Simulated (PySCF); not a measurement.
# B2FH7N2: electronic excitations at several levels of theory, part 2 of 2

PySCF 2.14.0. Atoms count from 0.

### 10 Ultraviolet spectrum: wB97X-D/def2-SVPD

The job: settings as JSON, then the geometry in Å.

```
{"job": {"kind": "uv", "xc": "wB97X-D", "basis": "def2-SVPD", "ip": true}, "charge": 0, "multiplicity": 1}
F      1.736520     0.091788    -1.160431
B      0.973932    -0.057554    -0.022362
N     -0.256171    -1.036265    -0.286634
B     -1.214218     0.171007     0.138929
N      0.011892     1.196014     0.187595
H      1.582477    -0.346242     0.995379
H     -0.327312    -1.313323    -1.264039
H     -0.289016    -1.871424     0.290513
H     -2.029947     0.451720    -0.719460
H     -1.676223    -0.009805     1.249402
H      0.141587     1.712420     1.052520
H      0.051661     1.850667    -0.591405
```

With the program's defaults for keys left out, this is: TDDFT wB97X-D/def2-SVPD, vertical, gas phase, core orbitals frozen in the response.

The log of the run:

```text
coarse grid: 9728 points
cycle   1  E = -263.0746147935  dE =  5.424e-01  |g| = 5.430e-01  |ddm| = 4.360e+00
cycle   2  E = -263.0903589516  dE = -1.574e-02  |g| = 5.686e-01  |ddm| = 1.415e+00
cycle   3  E = -263.1390863037  dE = -4.873e-02  |g| = 5.031e-02  |ddm| = 4.204e-01
cycle   4  E = -263.1395761929  dE = -4.899e-04  |g| = 2.376e-02  |ddm| = 9.890e-02
cycle   5  E = -263.1397020456  dE = -1.259e-04  |g| = 6.637e-03  |ddm| = 3.768e-02
cycle   6  E = -263.1397123077  dE = -1.026e-05  |g| = 1.204e-03  |ddm| = 1.050e-02
cycle   7  E = -263.1397127915  dE = -4.838e-07  |g| = 2.650e-04  |ddm| = 3.973e-03
final grid: 93608 points
cycle   8  E = -263.1623600869  dE = -9.179e-05  |g| = 9.254e-03  |ddm| = 2.695e-01
cycle   9  E = -263.1623615603  dE = -1.473e-06  |g| = 9.225e-03  |ddm| = 4.702e-02
cycle  10  E = -263.1623776451  dE = -1.608e-05  |g| = 6.865e-04  |ddm| = 8.946e-03
cycle  11  E = -263.1623777393  dE = -9.421e-08  |g| = 4.084e-04  |ddm| = 4.942e-03
cycle  12  E = -263.1623777708  dE = -3.147e-08  |g| = 7.465e-05  |ddm| = 1.706e-03
cycle  13  E = -263.1623777723  dE = -1.551e-09  |g| = 1.883e-05  |ddm| = 2.640e-04
cycle  14  E = -263.1623777725  dE = -1.694e-10  |g| = 3.266e-06  |ddm| = 1.023e-04
converged SCF energy = -263.1623777725

Static polarisability (au): isotropic 47.233, principal 45.914 45.978 49.806

Singlet excitations
state   eV       nm        f      main configurations
  1   7.7428    160.1   0.01818   H->L 0.91
  2   8.0820    153.4   0.02777   H-1->L 0.82
  3   8.1484    152.2   0.00023   H->L+1 0.93
  4   8.5640    144.8   0.01392   H->L+2 0.53, H->L+3 0.25
  5   8.5890    144.4   0.00000   H-1->L+1 0.90
  6   8.9964    137.8   0.01143   H->L+3 0.67, H->L+2 0.23
  7   9.1941    134.9   0.04190   H-1->L+2 0.68, H->L+4 0.14, H-1->L+4 0.12
  8   9.3214    133.0   0.07066   H-1->L+3 0.84
  9   9.5161    130.3   0.05686   H->L+4 0.55
 10   9.5891    129.3   0.00939   H-3->L 0.78

Triplet excitations (Tamm-Dancoff, eV): 7.5450 7.9776 8.0039 8.3386
Vertical ionisation energy (delta-SCF) = 10.4711 eV
```

Wall time 92 s (1 thread, shared host).

Key values: HOMO -10.02 eV, LUMO 1.80 eV; lowest singlet 7.74 eV.

### 11 TDDFT and polarisability: LC-wPBE/def2-SVPD

The job, as its differences from that of step 10:

```diff
@@ -1,2 +1,2 @@
-{"job": {"kind": "uv", "xc": "wB97X-D", "basis": "def2-SVPD", "ip": true}, "charge": 0, "multiplicity": 1}
+{"job": {"kind": "uv", "xc": "LC-wPBE", "basis": "def2-SVPD", "ip": true}, "charge": 0, "multiplicity": 1}
 F      1.736520     0.091788    -1.160431
```

Method: TDDFT LC-wPBE/def2-SVPD, vertical, gas phase, core orbitals frozen in the response.

The log of the run:

```text
coarse grid: 9728 points
cycle   1  E = -262.9899490052  dE =  6.458e-01  |g| = 5.466e-01  |ddm| = 4.421e+00
cycle   2  E = -263.0167168137  dE = -2.677e-02  |g| = 5.321e-01  |ddm| = 1.342e+00
cycle   3  E = -263.0585786191  dE = -4.186e-02  |g| = 5.577e-02  |ddm| = 4.035e-01
cycle   4  E = -263.0593504967  dE = -7.719e-04  |g| = 1.968e-02  |ddm| = 1.398e-01
cycle   5  E = -263.0594477211  dE = -9.722e-05  |g| = 7.302e-03  |ddm| = 4.078e-02
cycle   6  E = -263.0594598483  dE = -1.213e-05  |g| = 1.123e-03  |ddm| = 1.328e-02
cycle   7  E = -263.0594603892  dE = -5.410e-07  |g| = 2.972e-04  |ddm| = 5.009e-03
final grid: 93608 points
cycle   8  E = -263.0899194752  dE = -4.009e-05  |g| = 7.787e-03  |ddm| = 5.955e-02
cycle   9  E = -263.0899189049  dE =  5.702e-07  |g| = 8.104e-03  |ddm| = 1.318e-02
cycle  10  E = -263.0899304504  dE = -1.155e-05  |g| = 4.625e-04  |ddm| = 5.918e-03
cycle  11  E = -263.0899305257  dE = -7.529e-08  |g| = 2.291e-04  |ddm| = 9.426e-04
cycle  12  E = -263.0899305042  dE =  2.145e-08  |g| = 4.760e-05  |ddm| = 3.390e-04
cycle  13  E = -263.0899305048  dE = -5.995e-10  |g| = 1.045e-05  |ddm| = 1.095e-04
converged SCF energy = -263.0899305048

Static polarisability (au): isotropic 46.335, principal 45.037 45.097 48.870

Singlet excitations
state   eV       nm        f      main configurations
  1   8.2167    150.9   0.02088   H->L 0.84
  2   8.5550    144.9   0.03240   H-1->L 0.68, H->L+1 0.13
  3   8.5628    144.8   0.00030   H->L+2 0.86
  4   8.9647    138.3   0.02309   H->L+1 0.39, H->L+3 0.20, H-1->L 0.14
  5   8.9886    137.9   0.00001   H-1->L+2 0.78, H-1->L+7 0.10
  6   9.4262    131.5   0.01402   H->L+3 0.63, H->L+1 0.19
  7   9.6316    128.7   0.01814   H-1->L+1 0.44, H-1->L+4 0.21, H->L+4 0.19
  8   9.8371    126.0   0.15723   H-1->L+3 0.71
  9   9.9310    124.8   0.03571   H->L+4 0.34, H->L+6 0.12, H-1->L+1 0.11
 10   9.9679    124.4   0.00529   H-2->L 0.60

Triplet excitations (Tamm-Dancoff, eV): 7.8808 8.1800 8.2648 8.5032
Vertical ionisation energy (delta-SCF) = 10.7797 eV
```

It took 75 s on 1 thread, shared host.

This run: HOMO -10.89 eV, LUMO 1.83 eV; lowest singlet 8.22 eV.

### 12 TDDFT and polarisability: PBE0/6-31G*

The job, as its differences from that of step 11:

```diff
@@ -1,2 +1,2 @@
-{"job": {"kind": "uv", "xc": "LC-wPBE", "basis": "def2-SVPD", "ip": true}, "charge": 0, "multiplicity": 1}
+{"job": {"kind": "uv", "xc": "PBE0", "basis": "6-31G*"}, "charge": 0, "multiplicity": 1}
 F      1.736520     0.091788    -1.160431
```

Method: TDDFT PBE0/6-31G*, vertical, gas phase, core orbitals frozen in the response.

The log of the run:

```text
coarse grid: 9728 points
cycle   1  E = -263.0640316528  dE =  4.225e-01  |g| = 5.822e-01  |ddm| = 2.857e+00
cycle   2  E = -263.0446882785  dE =  1.934e-02  |g| = 7.297e-01  |ddm| = 1.204e+00
cycle   3  E = -263.1326879962  dE = -8.800e-02  |g| = 6.521e-02  |ddm| = 6.742e-01
cycle   4  E = -263.1334462286  dE = -7.582e-04  |g| = 2.636e-02  |ddm| = 7.152e-02
cycle   5  E = -263.1335985738  dE = -1.523e-04  |g| = 6.777e-03  |ddm| = 2.949e-02
cycle   6  E = -263.1336081255  dE = -9.552e-06  |g| = 1.771e-03  |ddm| = 6.153e-03
final grid: 93608 points
cycle   7  E = -263.1036454209  dE = -3.131e-05  |g| = 8.886e-03  |ddm| = 2.279e-02
cycle   8  E = -263.1036337147  dE =  1.171e-05  |g| = 1.170e-02  |ddm| = 1.622e-02
cycle   9  E = -263.1036630579  dE = -2.934e-05  |g| = 6.447e-04  |ddm| = 8.916e-03
cycle  10  E = -263.1036631285  dE = -7.063e-08  |g| = 1.860e-04  |ddm| = 6.265e-04
cycle  11  E = -263.1036631336  dE = -5.098e-09  |g| = 5.374e-05  |ddm| = 1.969e-04
cycle  12  E = -263.1036631342  dE = -6.346e-10  |g| = 1.142e-05  |ddm| = 4.975e-05
converged SCF energy = -263.1036631342

Static polarisability (au): isotropic 37.923, principal 35.261 37.786 40.720

Singlet excitations
state   eV       nm        f      main configurations
  1   8.5090    145.7   0.00685   H->L 0.99
  2   8.7202    142.2   0.00000   H->L+1 0.98
  3   9.0278    137.3   0.00833   H->L+2 0.89, H-1->L 0.09
  4   9.0702    136.7   0.00223   H-1->L 0.91, H->L+2 0.09
  5   9.3129    133.1   0.00012   H-1->L+1 0.98
  6   9.8276    126.2   0.07318   H-1->L+2 0.97
  7  10.1879    121.7   0.01690   H-2->L 0.93
  8  10.4243    118.9   0.00166   H->L+3 0.65, H-2->L+2 0.32
  9  10.4291    118.9   0.02227   H-3->L 0.87, H-2->L+1 0.11
 10  10.6448    116.5   0.00420   H->L+4 0.74, H-2->L+2 0.12

Triplet excitations (Tamm-Dancoff, eV): 8.1514 8.4209 8.6176 8.7654
```

Run time: 6.9 s. Hardware: 1 thread, shared host.

This run: HOMO -7.73 eV, LUMO 2.11 eV; lowest singlet 8.51 eV.

### 13 Excited states and response: PBE0/def2-SVP

The job, as its differences from that of step 12:

```diff
@@ -1,2 +1,2 @@
-{"job": {"kind": "uv", "xc": "PBE0", "basis": "6-31G*"}, "charge": 0, "multiplicity": 1}
+{"job": {"kind": "uv", "xc": "PBE0", "basis": "def2-SVP"}, "charge": 0, "multiplicity": 1}
 F      1.736520     0.091788    -1.160431
```

Method: TDDFT PBE0/def2-SVP, vertical, gas phase, core orbitals frozen in the response.

The log of the run:

```text
coarse grid: 9728 points
cycle   1  E = -262.8414371443  dE =  3.887e-01  |g| = 5.478e-01  |ddm| = 3.254e+00
cycle   2  E = -262.8205873060  dE =  2.085e-02  |g| = 7.064e-01  |ddm| = 1.282e+00
cycle   3  E = -262.9039221453  dE = -8.333e-02  |g| = 6.226e-02  |ddm| = 7.370e-01
cycle   4  E = -262.9046199322  dE = -6.978e-04  |g| = 2.623e-02  |ddm| = 7.633e-02
cycle   5  E = -262.9047714407  dE = -1.515e-04  |g| = 6.616e-03  |ddm| = 3.358e-02
cycle   6  E = -262.9047805491  dE = -9.108e-06  |g| = 1.920e-03  |ddm| = 7.629e-03
final grid: 93608 points
cycle   7  E = -262.9261566965  dE = -3.605e-05  |g| = 8.784e-03  |ddm| = 2.623e-02
cycle   8  E = -262.9261450233  dE =  1.167e-05  |g| = 1.155e-02  |ddm| = 1.952e-02
cycle   9  E = -262.9261735786  dE = -2.856e-05  |g| = 5.889e-04  |ddm| = 1.089e-02
cycle  10  E = -262.9261736360  dE = -5.739e-08  |g| = 1.972e-04  |ddm| = 6.553e-04
cycle  11  E = -262.9261736418  dE = -5.814e-09  |g| = 5.202e-05  |ddm| = 2.235e-04
cycle  12  E = -262.9261736424  dE = -5.954e-10  |g| = 9.138e-06  |ddm| = 5.358e-05
converged SCF energy = -262.9261736424

Static polarisability (au): isotropic 39.650, principal 37.207 39.153 42.589

Singlet excitations
state   eV       nm        f      main configurations
  1   8.1551    152.0   0.00875   H->L 0.99
  2   8.2852    149.6   0.00001   H->L+1 0.99
  3   8.6397    143.5   0.00702   H-1->L 0.99
  4   8.7554    141.6   0.00601   H->L+2 0.97
  5   8.8003    140.9   0.00010   H-1->L+1 0.98
  6   9.4341    131.4   0.07442   H-1->L+2 0.97
  7   9.9111    125.1   0.01568   H-2->L 0.91
  8  10.0286    123.6   0.00006   H->L+3 0.87, H-2->L+2 0.09
  9  10.0513    123.4   0.02207   H-3->L 0.86, H-2->L+1 0.11
 10  10.2933    120.5   0.03702   H-2->L+1 0.73, H->L+5 0.13, H-3->L 0.10

Triplet excitations (Tamm-Dancoff, eV): 7.8404 8.0301 8.3361 8.4205
```

Wall time 9.1 s (1 thread, shared host).

This run: HOMO -7.92 eV, LUMO 1.51 eV; lowest singlet 8.16 eV.

### 14 TDDFT and polarisability: PBE0/def2-TZVP

The job, as its differences from that of step 13:

```diff
@@ -1,2 +1,2 @@
-{"job": {"kind": "uv", "xc": "PBE0", "basis": "def2-SVP"}, "charge": 0, "multiplicity": 1}
+{"job": {"kind": "uv", "xc": "PBE0", "basis": "def2-TZVP"}, "charge": 0, "multiplicity": 1}
 F      1.736520     0.091788    -1.160431
```

With the program's defaults for keys left out, this is: TDDFT PBE0/def2-TZVP, vertical, gas phase, core orbitals frozen in the response.

The log of the run:

```text
coarse grid: 9728 points
cycle   1  E = -263.1692015290  dE =  4.178e-01  |g| = 5.894e-01  |ddm| = 2.332e+00
cycle   2  E = -263.1346578005  dE =  3.454e-02  |g| = 8.123e-01  |ddm| = 1.057e+00
cycle   3  E = -263.2374690054  dE = -1.028e-01  |g| = 6.797e-02  |ddm| = 6.000e-01
cycle   4  E = -263.2381926082  dE = -7.236e-04  |g| = 3.361e-02  |ddm| = 7.550e-02
cycle   5  E = -263.2384258969  dE = -2.333e-04  |g| = 7.577e-03  |ddm| = 2.945e-02
cycle   6  E = -263.2384372569  dE = -1.136e-05  |g| = 2.384e-03  |ddm| = 6.008e-03
cycle   7  E = -263.2384384616  dE = -1.205e-06  |g| = 1.971e-04  |ddm| = 1.449e-03
final grid: 93608 points
cycle   8  E = -263.2243794751  dE = -1.006e-04  |g| = 8.642e-03  |ddm| = 6.848e-02
cycle   9  E = -263.2243711837  dE =  8.291e-06  |g| = 1.076e-02  |ddm| = 1.546e-02
cycle  10  E = -263.2243945935  dE = -2.341e-05  |g| = 6.459e-04  |ddm| = 8.286e-03
cycle  11  E = -263.2243946658  dE = -7.237e-08  |g| = 2.875e-04  |ddm| = 5.209e-04
cycle  12  E = -263.2243946812  dE = -1.539e-08  |g| = 7.426e-05  |ddm| = 2.026e-04
cycle  13  E = -263.2243946820  dE = -7.633e-10  |g| = 2.174e-05  |ddm| = 4.726e-05
converged SCF energy = -263.2243946820

Static polarisability (au): isotropic 45.350, principal 43.765 44.143 48.142

Singlet excitations
state   eV       nm        f      main configurations
  1   7.5729    163.7   0.00875   H->L 0.99
  2   7.6202    162.7   0.00007   H->L+1 0.99
  3   8.0457    154.1   0.00819   H-1->L 0.95
  4   8.1424    152.3   0.00006   H-1->L+1 0.98
  5   8.2548    150.2   0.01347   H->L+2 0.94
  6   8.8702    139.8   0.04401   H-1->L+2 0.96
  7   9.0345    137.2   0.00656   H->L+3 0.88
  8   9.3566    132.5   0.01049   H-2->L 0.91
  9   9.4324    131.4   0.00270   H->L+4 0.57, H-2->L+1 0.18, H-3->L 0.16
 10   9.5060    130.4   0.00333   H->L+5 0.88

Triplet excitations (Tamm-Dancoff, eV): 7.2908 7.4182 7.8036 7.9024
```

Wall time 20 s (1 thread, shared host).

Key values: HOMO -8.03 eV, LUMO 0.78 eV; lowest singlet 7.57 eV.

### 15 Comparing the runs: electronic excitations

Excitations and ground-state properties, with basis size and wall time:

| run | lowest singlet (eV) | brightest (eV) | f | gap (eV) | α (Å³) | μ (D) | functions | time |
| --- | --- | --- | --- | --- | --- | --- | --- | --- |
| HF/def2-SVPD | 9.00 | 10.70 | 0.317 | 13.69 | 6.47 | 0.86 | 159 | 19 s |
| LDA/def2-SVPD | 6.31 | 7.68 | 0.045 | 6.22 | 7.48 | 0.69 | 159 | 63 s |
| PBE/def2-SVPD | 6.28 | 7.72 | 0.036 | 6.19 | 7.38 | 0.66 | 159 | 68 s |
| B3LYP/def2-SVPD | 6.96 | 8.46 | 0.048 | 7.85 | 7.11 | 0.74 | 159 | 64 s |
| PBE0/def2-SVPD | 7.21 | 8.69 | 0.056 | 8.33 | 7.03 | 0.74 | 159 | 80 s |
| BHandHLYP/def2-SVPD | 7.86 | 9.75 | 0.075 | 10.20 | 6.79 | 0.82 | 159 | 76 s |
| CAM-B3LYP/def2-SVPD | 7.50 | 9.37 | 0.052 | 10.40 | 7.01 | 0.77 | 159 | 83 s |
| wB97X-D/def2-SVPD | 7.74 | 9.32 | 0.071 | 11.82 | 7.00 | 0.75 | 159 | 92 s |
| LC-wPBE/def2-SVPD | 8.22 | 9.84 | 0.157 | 12.72 | 6.87 | 0.77 | 159 | 75 s |
| PBE0/6-31G* | 8.51 | 9.83 | 0.073 | 9.84 | 5.62 | 0.49 | 84 | 6.9 s |
| PBE0/def2-SVP | 8.16 | 9.43 | 0.074 | 9.43 | 5.88 | 0.59 | 105 | 9.1 s |
| PBE0/def2-TZVP | 7.57 | 8.87 | 0.044 | 8.81 | 6.72 | 0.66 | 197 | 20 s |

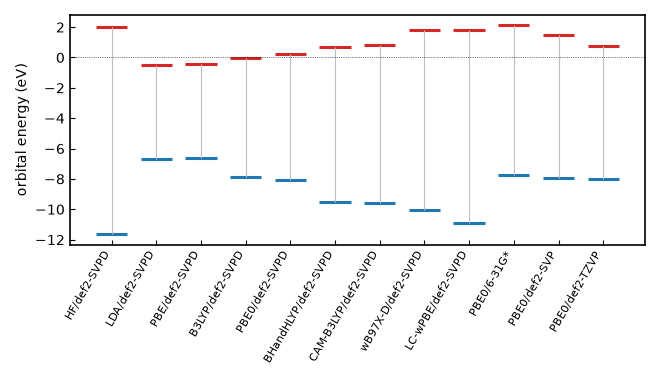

HOMO (blue) and LUMO (red) run by run.

### 16 Outcome

The summary covers parts 1 to 2.

| quantity | value |
| --- | --- |
| point group | Cs |
| rotational constants (main isotopes) | 8.21, 4.49, 3.38 GHz |
| lowest singlet (HF/def2-SVPD) | 9.00 eV (138 nm), f = 0.054 |
| brightest single state of those computed | state 8, 10.70 eV, f = 0.317 |
| lowest triplet | 8.44 eV |
| vertical ionisation energy (ΔSCF) | 10.68 eV |
| range of the lowest singlet | 6.28 to 9.00 eV |

In words: Single values in the summary come from the first run of each kind that ended normally (HF/def2-SVPD), which need not be the best level. Over 3 steps the energy fell by 0.057 eV; of the close pairs, B1–H5 changed most, 1.185 to 1.220 Å. The first singlet state (HOMO→LUMO 0.77) lies at 9.00 eV and is bright; of the 10 states computed, the strongest absorption comes from state 8 at 10.70 eV. The lowest triplet lies 0.55 eV below the lowest singlet (triplets in Tamm-Dancoff, singlets in full TDDFT). At HF/def2-SVPD, the highest states lie near or above the ionisation energy, where they hang on the basis. ΔSCF puts the ionisation energy at 10.68 eV, 0.97 eV below −ε(HOMO). The lowest singlet runs from 6.28 eV (PBE/def2-SVPD) to 9.00 eV (HF/def2-SVPD), while the orbital gap spans 6.19 to 13.69 eV. The lowest state need not be the same one in every run. The runs solved for a few states only, so the brightest column depends on that window.
